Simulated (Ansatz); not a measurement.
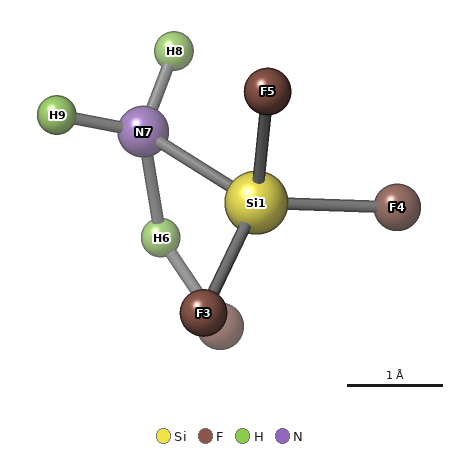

**Figure 1.** The input geometry of run 1 (ball-and-stick view, seen at a tilt; atoms are numbered from 1 in the order of the input). Bond lengths as drawn: F–H 1.14 Å, F–Si 1.57 to 1.60 Å, H–N 1.01 to 1.28 Å and N–Si 1.80 Å.

# What a change does: single-point calculation on SiNH$_{3}$F$_{4}$

System: SiNH$_{3}$F$_{4}$.
Method of run 1: RKS B97M-V/def2-TZVPP (Ansatz 0.2.0).

The geometry comes from this level: PBE0-D4/def2-TZVP. Text and figures count atoms from 1; the logs count them from 0 in places.

**Input, run 1**
```yaml
crystal:
  periodic: [false, false, false]
  atoms:
    - {symbol: Si, position_ang: [-0.703262, 0.347948, -0.057095]}
    - {symbol: F, position_ang: [-0.352907, -1.571909, -0.745593]}
    - {symbol: F, position_ang: [-1.065591, 0.657222, -1.555355]}
    - {symbol: F, position_ang: [-1.759478, -0.343339, 0.880058]}
    - {symbol: F, position_ang: [-0.713707, 1.827902, 0.548112]}
    - {symbol: H, position_ang: [0.621197, -1.179812, -0.307317]}
    - {symbol: N, position_ang: [1.014723, -0.093043, 0.250474]}
    - {symbol: H, position_ang: [1.270242, -0.124580, 1.230491]}
    - {symbol: H, position_ang: [1.688785, 0.479612, -0.243876]}
basis:
  gaussian: {orbitals: def2-TZVPP}
hamiltonian: {xc: {name: B97M-V}}
```

Launched with:
```bash
ansatz run in.yaml --threads 8 --pin off --events-out ev --progress --plain --max-ram 19148MiB
```

Hardware: 8 threads of Arm Neoverse V1, 23 GiB of memory available, shared host.

**Output (run 1)**
```
Functional definition: B97M-V
  parameter cx00 = 1.000
  parameter cx01 = 1.308
  parameter cx02 = 1.901
  parameter cx10 = 0.416
  parameter cx11 = 3.070
  parameter css00 = 1.000
  parameter css02 = -1.855
  parameter css10 = -5.668
  parameter css32 = -20.497
  parameter css42 = -20.364
  parameter cos00 = 1.000
  parameter cos01 = 1.573
  parameter cos03 = -6.298
  parameter cos10 = 2.535
  parameter cos32 = -6.427
  parameter b = 6.0
  parameter c = 0.01
  gx(w, u) = cx00 + cx01*u + cx02*u^2 + (cx10 + cx11*u)*w
  gss(w, u) = css00 + css02*u^2 + css10*w + (css32*w^3 + css42*w^4)*u^2
  gos(w, u) = cos00 + cos01*u + cos03*u^3 + cos10*w + cos32*w^3*u^2
  exchange = spin_sum(e_x_unif_s*gx(b97_w, b97_u_x))
  correlation = spin_sum(e_c_pw_mod_same_spin*gss(b97_w, b97_u_same))
      + integral(e_c_pw_mod_opposite_spin*gos(b97_w_opposite, b97_u_opposite)) + vv10(b, c)
1244 factors; their error is unknown
mean field evaluation 1: about -20280.7204 eV, gradient 8.0e1 eV
mean field evaluation 2: about -20270.8048 eV, gradient 1.1e2 eV
mean field evaluation 4: about -20290.1132 eV, gradient 3.8e0 eV
mean field evaluation 8: about -20290.1567 eV, gradient 1.2e-1 eV
mean field evaluation 16: about -20290.1337 eV, gradient 6.2e-4 eV
mean field -20290.13365419 eV, -745.6486586449 hartree, gradient 4.5e-5 eV, S^2 0.000000; 0 other end points of the search recorded, 0 dependent functions left out
reference -20290.13370279 eV, -745.6486604308 hartree; 30, 30 occupied and 209, 209 virtual orbitals, 1244 factors
Total energy: -20290.13370279 eV, -745.6486604308 hartree
```

For run 2 the input was changed thus:
```diff
-    - {symbol: Si, position_ang: [-0.703262, 0.347948, -0.057095]}
-    - {symbol: F, position_ang: [-0.352907, -1.571909, -0.745593]}
-    - {symbol: F, position_ang: [-1.065591, 0.657222, -1.555355]}
-    - {symbol: F, position_ang: [-1.759478, -0.343339, 0.880058]}
-    - {symbol: F, position_ang: [-0.713707, 1.827902, 0.548112]}
-    - {symbol: H, position_ang: [0.621197, -1.179812, -0.307317]}
-    - {symbol: N, position_ang: [1.014723, -0.093043, 0.250474]}
-    - {symbol: H, position_ang: [1.270242, -0.124580, 1.230491]}
-    - {symbol: H, position_ang: [1.688785, 0.479612, -0.243876]}
+    - {symbol: Si, position_ang: [-0.738944, 0.815832, 0.124405]}
+    - {symbol: F, position_ang: [0.507038, -2.497852, -0.879567]}
+    - {symbol: F, position_ang: [-1.152715, 0.951285, -1.381011]}
+    - {symbol: F, position_ang: [-1.810897, 0.001533, 0.926672]}
+    - {symbol: F, position_ang: [-0.703543, 2.266852, 0.731827]}
+    - {symbol: H, position_ang: [0.561750, -1.632265, -0.509334]}
+    - {symbol: N, position_ang: [0.745758, -0.015823, 0.205407]}
+    - {symbol: H, position_ang: [1.085818, -0.247821, 1.129964]}
+    - {symbol: H, position_ang: [1.505736, 0.358258, -0.348465]}
```

Predict how the results change.

With the same method and basis, run 2 lies 16.4 kcal/mol lower.

**Output (run 2)**
```
Functional definition: B97M-V
  parameter cx00 = 1.000
  parameter cx01 = 1.308
  parameter cx02 = 1.901
  parameter cx10 = 0.416
  parameter cx11 = 3.070
  parameter css00 = 1.000
  parameter css02 = -1.855
  parameter css10 = -5.668
  parameter css32 = -20.497
  parameter css42 = -20.364
  parameter cos00 = 1.000
  parameter cos01 = 1.573
  parameter cos03 = -6.298
  parameter cos10 = 2.535
  parameter cos32 = -6.427
  parameter b = 6.0
  parameter c = 0.01
  gx(w, u) = cx00 + cx01*u + cx02*u^2 + (cx10 + cx11*u)*w
  gss(w, u) = css00 + css02*u^2 + css10*w + (css32*w^3 + css42*w^4)*u^2
  gos(w, u) = cos00 + cos01*u + cos03*u^3 + cos10*w + cos32*w^3*u^2
  exchange = spin_sum(e_x_unif_s*gx(b97_w, b97_u_x))
  correlation = spin_sum(e_c_pw_mod_same_spin*gss(b97_w, b97_u_same))
      + integral(e_c_pw_mod_opposite_spin*gos(b97_w_opposite, b97_u_opposite)) + vv10(b, c)
1244 factors; their error is unknown
mean field evaluation 1: about -20280.5609 eV, gradient 8.3e1 eV
mean field evaluation 2: about -20268.5054 eV, gradient 1.2e2 eV
mean field evaluation 4: about -20290.8462 eV, gradient 2.5e0 eV
mean field evaluation 8: about -20290.8675 eV, gradient 4.9e-2 eV
mean field evaluation 16: about -20290.8458 eV, gradient 1.1e-4 eV
mean field -20290.84583736 eV, -745.6748308937 hartree, gradient 3.5e-5 eV, S^2 0.000000; 0 other end points of the search recorded, 0 dependent functions left out
reference -20290.84588553 eV, -745.6748326640 hartree; 30, 30 occupied and 209, 209 virtual orbitals, 1244 factors
Total energy: -20290.84588553 eV, -745.6748326640 hartree
```

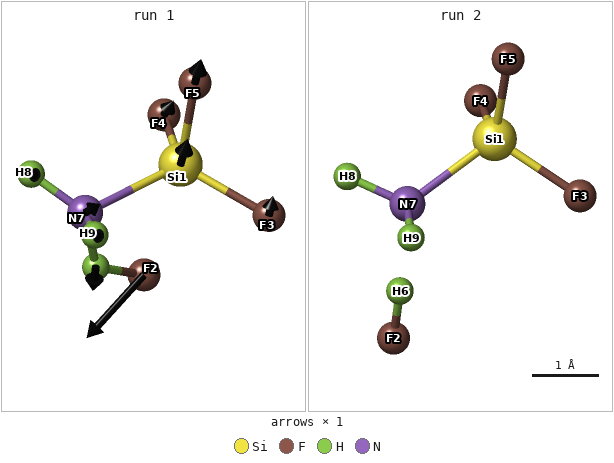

**Figure 2.** The two input geometries at one scale (ball-and-stick view, seen at a tilt). The black arrows on the first give the shifts of the atoms after the best rigid fit, at true length. The largest move after the best rigid fit is that of F2, 1.30 Å. By element the largest moves are F 1.30 Å, Si 0.49 Å, H 0.48 Å, N 0.29 Å. Among the contacts that change: H6–N7 1.283 → 1.777 Å, F2–H6 1.138 → 0.943 Å, Si1–N7 1.800 → 1.704 Å, Si1–F5 1.599 → 1.573 Å.

**The two runs side by side**

| quantity | run 1 | run 2 |
| --- | --- | --- |
| outcome | converged | converged |
| total energy (hartree) | −745.648660 | −745.674833 |
| basis functions | 239 | 239 |
| wall time (shared host) | 4 s | 3.8 s |
